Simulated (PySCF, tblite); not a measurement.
# C₄H₁₃B₂NO: geometry, infrared bands and NMR shifts

What infrared bands and NMR shifts should C₄H₁₃B₂NO (`BNBOC(C)(C)C`) show?

The runs use tblite 0.8.0 and PySCF 2.14.0, with density-fitted response routines of our own; the level of theory stands in each step. All values are computed, except where a source is named. Atoms count from 0, in the outputs and in this text.

## 1. Starting geometry

21 atoms, charge 0, multiplicity 1; geometry from: force field or distance geometry start.

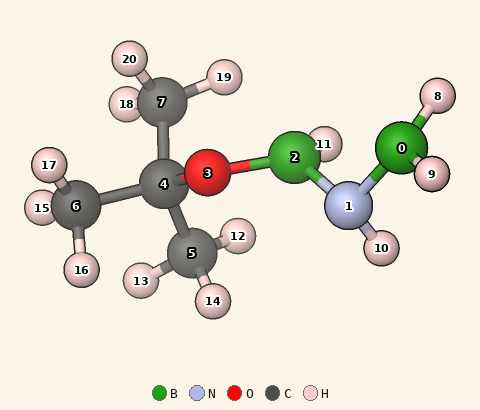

As it starts; boron green, nitrogen light blue, oxygen red, carbon dark grey, hydrogen pink, atoms numbered.

## 2. Geometry optimisation with GFN2-xTB

The job: settings as JSON, then the geometry in Å.

```
{"job": {"kind": "relax", "xc": "GFN2-xTB", "basis": "xTB"}, "charge": 0, "multiplicity": 1}
B      3.713200     0.759100    -0.133000
N      2.605100    -0.104700     0.409400
B      1.304900     0.235300    -0.302000
O      0.213600     0.625200     0.584900
C     -1.005600     0.060200     0.323600
C     -1.049500    -1.452600     0.349600
C     -2.011700     0.477700     1.396400
C     -1.494200     0.645100    -0.990900
H      3.852900     0.864600    -1.307700
H      4.689900     0.839300     0.526900
H      2.801000    -1.112800     0.323900
H      1.119300    -0.384200    -1.305300
H     -0.845000    -1.926700    -0.613300
H     -2.049600    -1.840000     0.669000
H     -0.341000    -1.749600     1.153600
H     -2.991700     0.092900     1.092700
H     -1.669700    -0.112700     2.297800
H     -2.000800     1.553400     1.596400
H     -2.499900     0.271600    -1.287100
H     -0.745800     0.521100    -1.803500
H     -1.604400     1.754900    -0.827200
```

Launch:

```
$ OMP_NUM_THREADS=1 python probes_run.py task.json out
```

One launch serves the whole session: the jobs run in the order shown.

Log:

```text
step      E/eV     max force
  0    -671.04026    3.912
  1    -671.65052    2.032
  2    -671.93080    1.732
  3    -672.06655    1.100
  4    -672.22620    0.979
  5    -672.30664    1.062
  6    -672.44768    1.087
  7    -672.60059    1.380
  8    -672.78150    1.342
  9    -672.95557    0.928
 10    -673.06529    1.209
 11    -673.15270    0.835
 12    -673.21720    0.795
 13    -673.27663    0.796
 14    -673.31257    0.529
 15    -673.35231    0.445
 16    -673.38469    0.532
 17    -673.41085    0.541
 18    -673.43712    0.764
 19    -673.46423    0.381
 20    -673.49025    0.362
 21    -673.50958    0.288
 22    -673.52766    0.398
 23    -673.54679    0.365
 24    -673.56551    0.318
 25    -673.58096    0.311
 26    -673.59782    0.338
 27    -673.61797    0.385
 28    -673.64213    0.423
 29    -673.66867    0.320
 30    -673.69182    0.284
 31    -673.70953    0.268
 32    -673.72721    0.321
 33    -673.74330    0.321
 34    -673.75653    0.249
 35    -673.76828    0.217
 36    -673.77658    0.276
 37    -673.78434    0.247
 38    -673.79103    0.160
 39    -673.79982    0.216
 40    -673.80491    0.304
 41    -673.81154    0.216
 42    -673.81834    0.139
 43    -673.82134    0.116
 44    -673.82453    0.145
 45    -673.82652    0.125
 46    -673.82811    0.102
 47    -673.82919    0.078
 48    -673.83011    0.075
 49    -673.83100    0.079
 50    -673.83211    0.090
 51    -673.83314    0.084
 52    -673.83455    0.093
 53    -673.83589    0.098
 54    -673.83724    0.093
 55    -673.83874    0.106
 56    -673.84033    0.103
 57    -673.84166    0.074
 58    -673.84259    0.072
 59    -673.84328    0.064
 60    -673.84395    0.073
 61    -673.84469    0.071
 62    -673.84538    0.055
 63    -673.84600    0.057
 64    -673.84668    0.074
 65    -673.84750    0.082
 66    -673.84837    0.069
 67    -673.84915    0.063
 68    -673.84985    0.060
 69    -673.85058    0.062
 70    -673.85134    0.063
 71    -673.85194    0.061
 72    -673.85229    0.039
 73    -673.85252    0.031
 74    -673.85276    0.029
 75    -673.85298    0.030
 76    -673.85317    0.030
 77    -673.85330    0.031
 78    -673.85342    0.027
 79    -673.85359    0.029
 80    -673.85380    0.031
 81    -673.85399    0.030
 82    -673.85414    0.030
 83    -673.85427    0.026
 84    -673.85444    0.027
 85    -673.85462    0.030
 86    -673.85482    0.030
 87    -673.85502    0.032
 88    -673.85527    0.037
 89    -673.85558    0.042
 90    -673.85595    0.044
 91    -673.85634    0.046
 92    -673.85681    0.050
 93    -673.85740    0.060
 94    -673.85809    0.058
 95    -673.85873    0.052
 96    -673.85921    0.043
 97    -673.85956    0.035
 98    -673.85985    0.036
 99    -673.86009    0.035
100    -673.86028    0.039
101    -673.86045    0.042
102    -673.86073    0.051
103    -673.86137    0.067
104    -673.86227    0.088
105    -673.86289    0.046
106    -673.86328    0.044
107    -673.86353    0.041
108    -673.86378    0.043
109    -673.86402    0.026
110    -673.86428    0.031
111    -673.86444    0.030
112    -673.86459    0.026
113    -673.86474    0.030
114    -673.86492    0.034
115    -673.86515    0.035
116    -673.86542    0.049
117    -673.86587    0.061
118    -673.86653    0.066
119    -673.86740    0.079
120    -673.86842    0.079
121    -673.86941    0.075
122    -673.87007    0.073
123    -673.87092    0.062
124    -673.87162    0.077
125    -673.87229    0.068
126    -673.87303    0.057
127    -673.87375    0.064
128    -673.87456    0.064
129    -673.87512    0.082
130    -673.87581    0.046
131    -673.87621    0.041
132    -673.87649    0.066
133    -673.87689    0.060
134    -673.87747    0.041
135    -673.87795    0.035
136    -673.87821    0.030
137    -673.87835    0.026
138    -673.87847    0.023
139    -673.87859    0.019
140    -673.87865    0.017
141    -673.87868    0.016
142    -673.87872    0.014
143    -673.87877    0.014
144    -673.87883    0.023
145    -673.87893    0.030
146    -673.87903    0.028
147    -673.87916    0.030
148    -673.87929    0.027
149    -673.87942    0.023
150    -673.87953    0.024
151    -673.87965    0.020
152    -673.87975    0.016
153    -673.87981    0.016
154    -673.87985    0.012
155    -673.87987    0.010
```

Run time: 1.1 s. Hardware: 1 thread of Arm Neoverse V1, shared host; peak memory 0.18 GiB.

Along the way: (not every step is listed)

```
step  energy from step 0 (eV)  largest force (eV/Å)
   0                   0.0000                3.9117
   1                  -0.6103                2.0323
   2                  -0.8905                1.7325
   3                  -1.0263                1.1000
   4                  -1.1859                0.9794
   5                  -1.2664                1.0621
   6                  -1.4074                1.0874
   7                  -1.5603                1.3795
   8                  -1.7412                1.3423
  22                  -2.4874                0.3980
  36                  -2.7363                0.2757
  50                  -2.7918                0.0902
  64                  -2.8064                0.0736
  78                  -2.8132                0.0269
  92                  -2.8166                0.0502
 106                  -2.8230                0.0442
 120                  -2.8282                0.0794
 134                  -2.8372                0.0414
 148                  -2.8390                0.0275
 150                  -2.8393                0.0239
 151                  -2.8394                0.0203
 152                  -2.8395                0.0159
 153                  -2.8396                0.0158
 154                  -2.8396                0.0124
 155                  -2.8396                0.0100
```

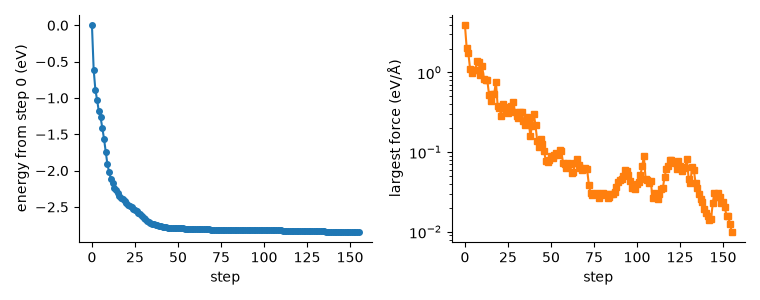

Energy and largest force along the relaxation.

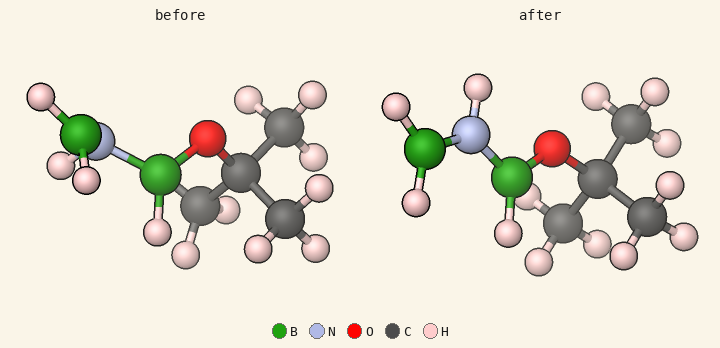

The geometry before (left) and after (right).

Close pairs (by a distance rule), those that changed most:

```
  bond  before (Å)  after (Å)  change (Å)
 B2–O3       1.459      1.341      -0.119
 B0–N1       1.506      1.396      -0.110
 N1–B2       1.521      1.433      -0.087
 O3–C4       1.369      1.423      +0.054
C6–H16       1.131      1.087      -0.044
C7–H20       1.127      1.088      -0.040
C5–H13       1.119      1.087      -0.032
C7–H18       1.113      1.087      -0.026
```

The next job starts from the end point, and lists it.

## 3. Harmonic vibrations with GFN2-xTB

The job: settings as JSON, then the geometry in Å.

```
{"job": {"kind": "ir", "xc": "GFN2-xTB", "basis": "xTB"}, "charge": 0, "multiplicity": 1}
B      3.868102     0.436859    -0.293371
N      2.601362     0.474570     0.291273
B      1.338683     0.059783    -0.244962
O      0.288530     0.242434     0.568046
C     -1.071854    -0.079962     0.301744
C     -1.221947    -1.587138     0.074613
C     -1.854690     0.341100     1.551141
C     -1.574811     0.697598    -0.918023
H      3.977216     0.008063    -1.376980
H      4.793955     0.835026     0.306237
H      2.529101     0.850598     1.227825
H      1.293882    -0.399996    -1.327927
H     -0.662214    -1.892887    -0.805189
H     -2.268704    -1.844070    -0.064372
H     -0.836677    -2.130707     0.934338
H     -2.912056     0.124460     1.429529
H     -1.480466    -0.196312     2.418491
H     -1.728935     1.406345     1.726707
H     -2.633935     0.508258    -1.072193
H     -1.028878     0.399219    -1.808842
H     -1.424584     1.763701    -0.763853
```

Log:

```text
mode    cm-1     km/mol
  1      71.2      1.33
  2      95.1      1.68
  3     117.9      1.95
  4     146.4      1.11
  5     166.6      0.58
  6     218.1      0.01
  7     223.4      0.01
  8     270.0      0.64
  9     307.6      0.46
 10     333.3      1.57
 11     359.7      1.52
 12     374.5      3.94
 13     466.9      0.32
 14     467.2      1.15
 15     492.8      4.82
 16     788.1      4.03
 17     793.2    170.88
 18     854.6     82.35
 19     867.1     75.05
 20     874.5      1.50
 21     921.1     26.21
 22     945.8      1.81
 23     946.7      0.52
 24     957.2      0.03
 25    1027.8      0.31
 26    1029.9      0.79
 27    1052.8     11.57
 28    1086.3     44.74
 29    1183.6     40.01
 30    1208.1      5.46
 31    1225.0    341.00
 32    1242.3     43.64
 33    1251.0     55.72
 34    1302.6    198.05
 35    1392.8     11.22
 36    1392.9     18.41
 37    1409.9    576.71
 38    1414.9    138.19
 39    1470.4      0.01
 40    1485.8      0.49
 41    1486.9      1.19
 42    1488.7      1.44
 43    1489.3      2.25
 44    1506.7      4.77
 45    2556.1    141.27
 46    2607.8    188.20
 47    2645.2    193.10
 48    3034.5     11.86
 49    3037.5      9.35
 50    3038.5      2.66
 51    3041.8     15.93
 52    3045.1     51.43
 53    3048.2     14.22
 54    3048.6      9.34
 55    3050.4     73.74
 56    3052.6     58.46
 57    3419.1      3.38
```

Run time: 0.73 s. Hardware: 1 thread of Arm Neoverse V1, shared host; peak memory 0.18 GiB.

The strongest bands and the atoms that carry them (share of the mass-weighted mode):

```
cm⁻¹  km/mol                                atoms
 793   170.9                    H11 47 %, B2 31 %
1225   341.0  H10 34 %, O3 16 %, C4 15 %, B2 10 %
1303   198.1  B2 33 %, O3 21 %, B0 18 %, H10 15 %
1410   576.7                     N1 34 %, B0 17 %
1415   138.2                              N1 13 %
2556   141.3                             H11 92 %
2608   188.2                     H9 80 %, H8 15 %
2645   193.1            H8 77 %, H9 12 %, B0 10 %
```

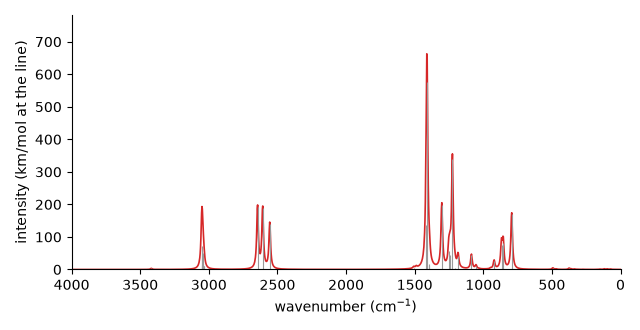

The infrared spectrum from these modes, unscaled. Lines are broadened to a width of 14 cm⁻¹ (Lorentzian).

## 4. Shielding tensors: PBE0/pcSseg-1

The job, as its differences from that of step 3:

```diff
@@ -1,2 +1,2 @@
-{"job": {"kind": "ir", "xc": "GFN2-xTB", "basis": "xTB"}, "charge": 0, "multiplicity": 1}
+{"job": {"kind": "nmr", "xc": "PBE0", "basis": "pcSseg-1"}, "charge": 0, "multiplicity": 1}
 B      3.868102     0.436859    -0.293371
```

Level: GIAO PBE0/pcSseg-1 NMR shielding, non-relativistic, gas phase.

Log:

```text
coarse grid: 16728 points
cycle   1  E = -339.4280776212  dE =  7.440e-01  |g| = 7.074e-01  |ddm| = 3.728e+00
cycle   2  E = -339.3422879657  dE =  8.579e-02  |g| = 9.927e-01  |ddm| = 1.300e+00
cycle   3  E = -339.5298607203  dE = -1.876e-01  |g| = 1.447e-01  |ddm| = 8.715e-01
cycle   4  E = -339.5339559106  dE = -4.095e-03  |g| = 3.490e-02  |ddm| = 1.222e-01
cycle   5  E = -339.5341802858  dE = -2.244e-04  |g| = 1.352e-02  |ddm| = 3.028e-02
cycle   6  E = -339.5342181367  dE = -3.785e-05  |g| = 3.535e-03  |ddm| = 9.463e-03
cycle   7  E = -339.5342207095  dE = -2.573e-06  |g| = 6.242e-04  |ddm| = 2.591e-03
final grid: 159288 points
cycle   8  E = -339.5901311850  dE = -7.035e-05  |g| = 1.257e-02  |ddm| = 4.351e-02
cycle   9  E = -339.5901002221  dE =  3.096e-05  |g| = 1.820e-02  |ddm| = 1.972e-02
cycle  10  E = -339.5901642321  dE = -6.401e-05  |g| = 1.984e-03  |ddm| = 1.173e-02
cycle  11  E = -339.5901650551  dE = -8.230e-07  |g| = 3.432e-04  |ddm| = 1.885e-03
cycle  12  E = -339.5901650796  dE = -2.451e-08  |g| = 1.074e-04  |ddm| = 3.967e-04
cycle  13  E = -339.5901650821  dE = -2.523e-09  |g| = 3.193e-05  |ddm| = 9.642e-05
cycle  14  E = -339.5901650823  dE = -2.183e-10  |g| = 7.745e-06  |ddm| = 3.143e-05
converged SCF energy = -339.5901650823

GIAO shielding tensors (ppm)
atom      isotropic    diamagn.    paramagn.     s11        s22        s33       span
  0 B       54.332     193.515    -139.183     18.146     21.769    123.080    104.934
  1 N       90.233     324.837    -234.604    -44.225     93.466    221.457    265.682
  2 B       70.549     199.334    -128.784     52.728     60.930     97.990     45.262
  3 O      131.085     400.263    -269.178     -5.297    135.126    263.425    268.722
  4 C      112.096     238.240    -126.145     90.786     92.253    153.249     62.464
  5 C      154.719     249.876     -95.157    136.575    142.661    184.922     48.347
  6 C      152.873     247.684     -94.811    133.322    139.775    185.522     52.200
  7 C      155.028     249.992     -94.964    136.860    143.251    184.973     48.114
  8 H       26.455      30.370      -3.915     23.699     26.894     28.772      5.073
  9 H       26.438      28.369      -1.931     24.603     26.833     27.878      3.275
 10 H       25.297      33.423      -8.126     21.620     25.925     28.345      6.726
 11 H       26.798      34.291      -7.493     24.479     26.083     29.832      5.353
 12 H       30.035      32.263      -2.228     26.406     28.633     35.065      8.659
 13 H       30.542      31.286      -0.744     27.009     28.216     36.401      9.392
 14 H       30.317      31.647      -1.331     27.238     28.113     35.601      8.363
 15 H       30.712      30.513       0.199     27.152     28.556     36.427      9.274
 16 H       30.168      30.771      -0.603     26.962     27.999     35.543      8.582
 17 H       30.159      30.780      -0.621     26.962     27.972     35.544      8.583
 18 H       30.544      31.378      -0.834     26.993     28.240     36.399      9.406
 19 H       30.004      32.350      -2.346     26.364     28.595     35.053      8.689
 20 H       30.332      31.776      -1.444     27.258     28.099     35.639      8.380
```

Run time: 52 s. Hardware: 1 thread of Arm Neoverse V1, shared host; peak memory 0.89 GiB.

The references, computed at this level on geometries of the same kind, shield at (ppm): 1H TMS 31.72, 13C TMS 186.9, 15N NH3 267.7, 17O H2O 336.1, 11B BF3·OEt2 100.1. Their shielding less the atom's gives the shift. The references are single molecules in the gas phase, so shifts against H2O, NH3, PH3, H3PO4 or CFCl3 are not on the usual liquid scales and can be off by tens of ppm. Atoms listed in one row are averaged.

```
                             atoms                               environment  σ (ppm)  δ (ppm)  δ scaled to CDCl3
                                C4  fully substituted sp3 carbon bonded to O    112.1     74.8               71.1
                        C5, C6, C7                             methyl carbon    154.2     32.7               30.0
                               H10      hydrogen on a nitrogen bonded to 2 B    25.30     6.42                  –
                            H8, H9           hydrogen on a boron bonded to N    26.45     5.27                  –
                               H11        hydrogen on a boron bonded to N, O    26.80     4.92                  –
H12, H13, H14, H15, H16 and 4 more               hydrogen on a methyl carbon    30.31     1.40               1.43
                                B0                    boron bonded to N, 2 H     54.3     45.7                  –
                                B2                   boron bonded to N, O, H     70.5     29.5                  –
                                N1                 nitrogen bonded to 2 B, H     90.2    177.5                  –
                                O3                     oxygen bonded to C, B    131.1    205.0                  –
```

The scaled column applies a straight-line fit of computed shieldings to shifts measured in CDCl3 (root-mean-square error 0.16 ppm for H, 1.9 ppm for C).

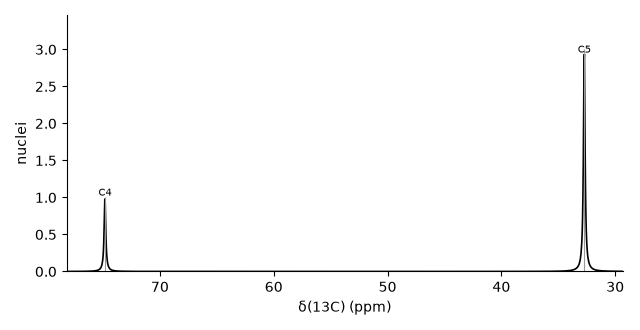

13C lines at the computed shifts, without couplings. Lines are broadened to a width of 0.17 ppm (Lorentzian).

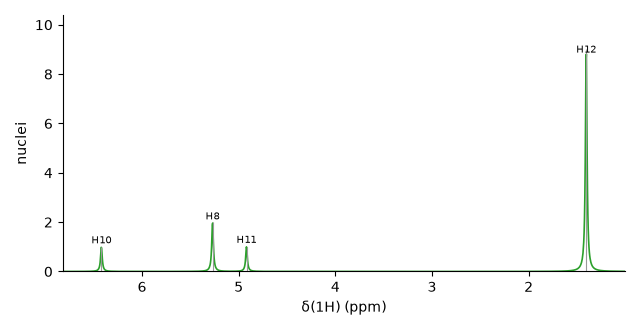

1H lines at the computed shifts, without couplings. Lines are broadened to a width of 0.02 ppm (Lorentzian).

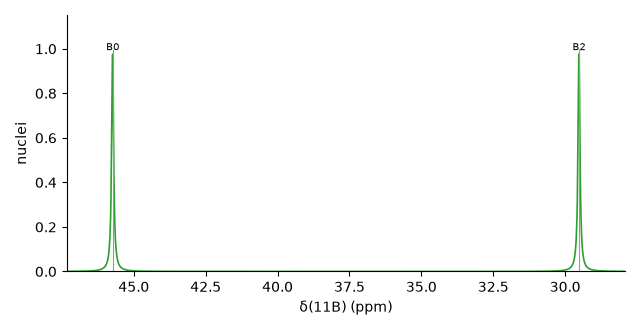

11B lines at the computed shifts, without couplings. Lines are broadened to a width of 0.08 ppm (Lorentzian).

Charges from the same density, by scheme (e):

```
     atoms  Mulliken    IAO  Hirshfeld  ESP fit
        B0      0.13   0.02       0.12     0.27
        N1     -0.49  -0.44      -0.22    -0.53
        B2      0.45   0.29       0.20     0.54
        O3     -0.48  -0.39      -0.16    -0.59
        C4     -0.21   0.25       0.11     0.87
C5, C6, C7     -0.18  -0.43      -0.12    -0.61
```

Hirshfeld charges:

B0 0.12; N1 -0.22; B2 0.20; O3 -0.16; C4 0.11; C5 -0.12; C6 -0.13; C7 -0.12; H8 -0.07; H9 -0.07; H10 0.13; H11 -0.06; H12 0.04; H13 0.05; H14 0.04; H15 0.04; H16 0.04; H17 0.04; H18 0.05; H19 0.04; H20 0.04

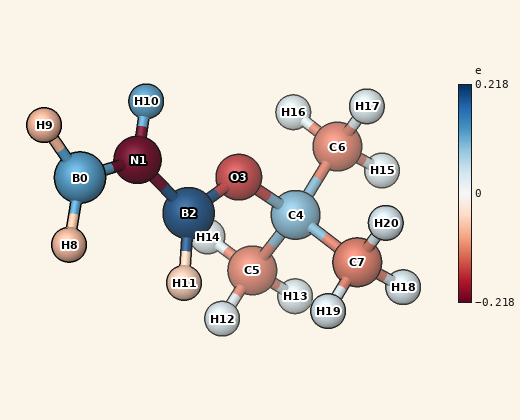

Hirshfeld charges, as colours on the atoms.

Mayer bond orders: B0–N1 1.31, N1–B2 1.10, B2–O3 1.20, O3–C4 0.79, C4–C5 1.03, C4–C6 1.02, C4–C7 1.03.

Orbitals, density, ELF and potential are computed afterwards from the orbital file.

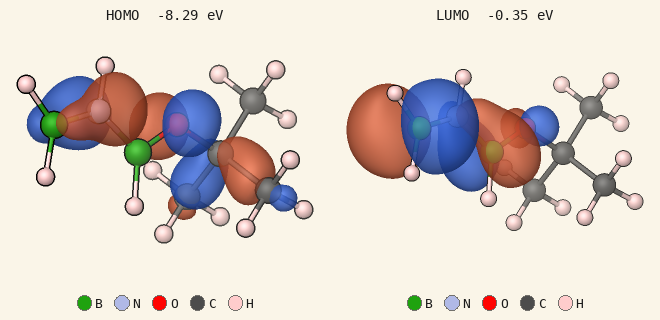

PBE0/pcSseg-1 orbitals near the gap, drawn at the value that encloses 70 % of each; the two colours are the two signs.

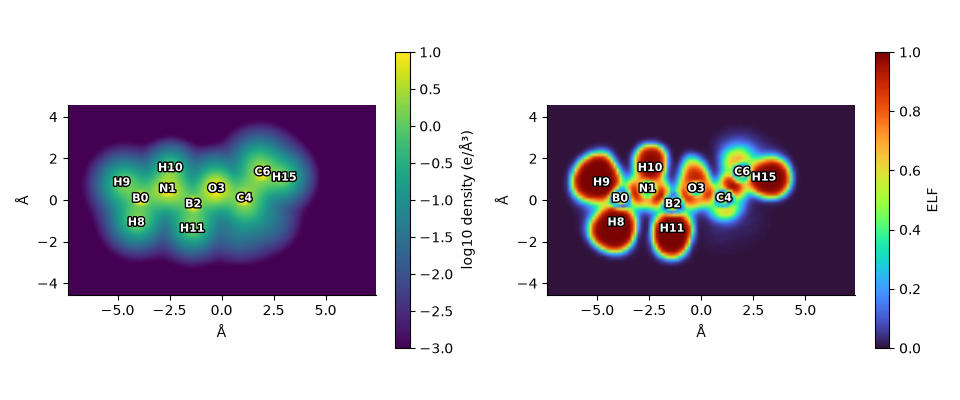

Density (left) and ELF (right) in a plane through or near 11 of the atoms.

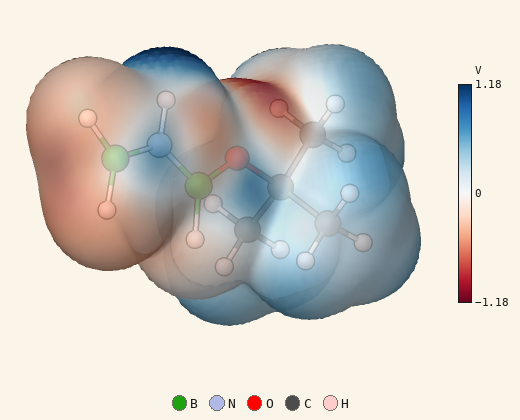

Electrostatic potential on the surface of density 0.002 e/bohr³; red is low, blue high. It runs from -0.82 V near O3 to 1.18 V near H10.

## 5. What came out

| quantity | value |
| --- | --- |
| strongest single infrared mode (GFN2-xTB) | 1410 cm⁻¹, 577 km/mol |
| zero-point energy (GFN2-xTB) | 109.8 kcal/mol |
| 13C shifts against TMS (PBE0/pcSseg-1, means over atoms taken as alike) | 74.8, 32.7 ppm |
| 1H shifts against TMS (PBE0/pcSseg-1, means over atoms taken as alike) | 6.42, 5.27, 4.92, 1.40 ppm |
| 11B shifts against BF3·OEt2 (PBE0/pcSseg-1) | 45.7, 29.5 ppm |
| 15N shifts against NH3 (PBE0/pcSseg-1) | 177.5 ppm |
| 17O shifts against H2O (PBE0/pcSseg-1) | 205.0 ppm |
| surface potential, least and greatest | -0.82 V and 1.18 V |

Over 155 steps the energy fell by 2.840 eV; of the close pairs, B2–O3 changed most, 1.459 to 1.341 Å. No mode is imaginary among the 57: a minimum at this level. The strongest single mode, at 1410 cm⁻¹, is spread over many atoms; the largest shares are those of N1, B0. Unscaled tight-binding wavenumbers are off by several per cent, some by more. Its intensities can rank the bands wrongly. C4 (fully substituted sp3 carbon bonded to O) lies farthest downfield among carbon, at 74.8 ppm; pulled downfield by the heteroatom. By nearest atom (PBE0/pcSseg-1), the HOMO sits on O3 32 %; N1 31 % and the LUMO on B0 38 %; B2 18 %.
